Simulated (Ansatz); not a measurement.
**AlF₂HO: density, localisation and related maps**

Input

```
crystal:
  periodic: [false, false, false]
  atoms:
    - { symbol: Al, position_ang: [0.0, 0.0, 0.0] }
    - { symbol: O, position_ang: [0.0, 0.0, 1.78] }
    - { symbol: H, position_ang: [-0.9095, -0.2814, 2.1171] }
    - { symbol: F, position_ang: [1.4635, 0.0, -0.845] }
    - { symbol: F, position_ang: [-1.4635, 0.0, -0.845] }
basis:
  gaussian: { orbitals: "6-31G*" }
hamiltonian:
  xc: b3lyp
relax:
  f_tol: 0.02
  max_steps: 40
output:
  orbitals: {}
```

Run with:

```sh
ansatz run input.yaml --threads 1 --pin off --max-ram 2048MiB --backend cpu --events-out ev --progress --plain --runs-dir out
```

The fields are those of the run's last geometry, not of the input's.

Computed with RKS B3LYP/6-31G* in Ansatz 0.2.0.

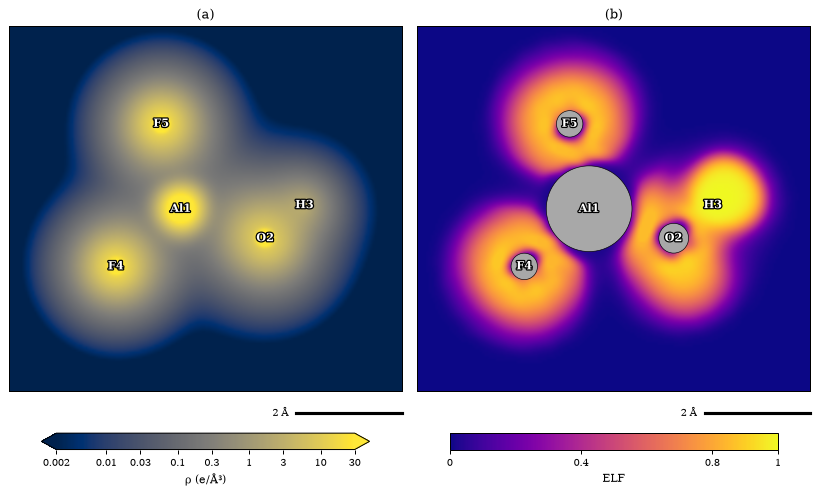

Figure 1. (a) total electron density; (b) ELF on the molecular plane. Grey discs cover the atomic cores in the ELF map.

Question: Interpret the plot.

Answer:
- The plane passes through Al, O, H and F nuclei.
- Al–F (1.64 Å): ρ at the midpoint is about 0.88 e/Å³; the ELF peaks at about 0.85 in the valence shell of F, 0.6 Å from its nucleus, and is about 0.35 at the midpoint.
- Al–O (1.69 Å): ρ at the midpoint is about 0.86 e/Å³; the ELF peaks at about 0.85 in the valence shell of O, 0.6 Å from its nucleus, and is about 0.30 at the midpoint.
- O–H (0.97 Å): ρ is about 3.6 e/Å³ halfway; the ELF climbs to about 1 towards the hydrogen, as it does in any bond to H; an ordinary covalent bond to hydrogen.
- The ELF also peaks beside F4, O2 and F5, away from the bonds: lone-pair regions.

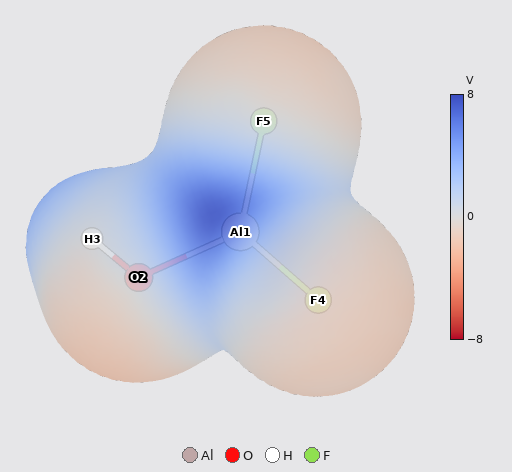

Figure 2. The electrostatic potential painted on the density surface at 0.004 e/bohr³, seen at a tilt; red is negative and blue positive.

Question: Which sites attract a positive test charge, and which a negative one?

Answer: A positive charge is drawn to the negative regions and a negative charge to the positive ones. The most negative region (about −1.6 V) lies over O2, the most positive (about +7.2 V) over Al1. O2 is the likeliest acceptor of a hydrogen bond.

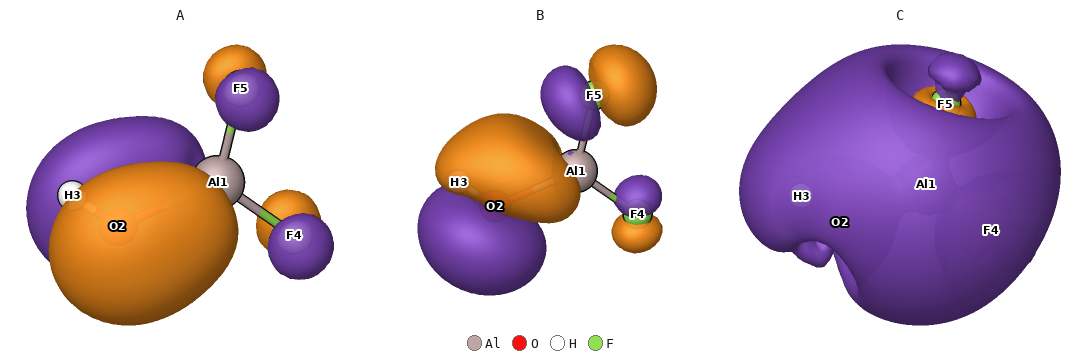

Figure 3. Three frontier orbitals at ±0.06 Å⁻³ᐟ² (orange and purple are the two phases), in no order.

Question: Order the three orbitals by energy and name them.

Answer: B is the HOMO−1 (−9.62 eV). By Hirshfeld shares it lies mainly on O2 (about 75 %) and F5 (about 10 %); it is symmetric in the molecular plane (an in-plane orbital: σ, lone-pair or in-plane π type); largely a lone pair of O2. A is the HOMO (−9.13 eV). By Hirshfeld shares it lies mainly on O2 (about 80 %); it changes sign across the molecular plane (π type). C is the LUMO (−1.27 eV). It lies mainly on Al1 (about 65 %), O2 (about 10 %), F5 (about 10 %), F4 (about 10 %) and H3 (about 5 %); it is symmetric in the molecular plane (an in-plane orbital: σ, lone-pair or in-plane π type).

Question: What is the HOMO–LUMO gap?

Answer: 7.86 eV between the orbital energies.

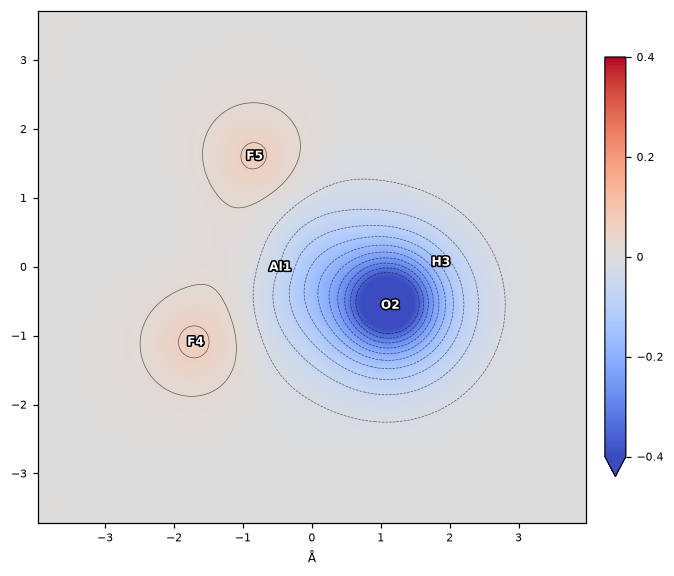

Figure 4. The HOMO on a plane 0.8 Å above the molecular plane (values in Å⁻³ᐟ²; the overall sign is arbitrary).

Question: Describe this orbital and give its energy.

Answer: Its weight (Hirshfeld) is mainly on O2 (about 80 %); it changes sign across the molecular plane (π type). Its energy is −9.13 eV.
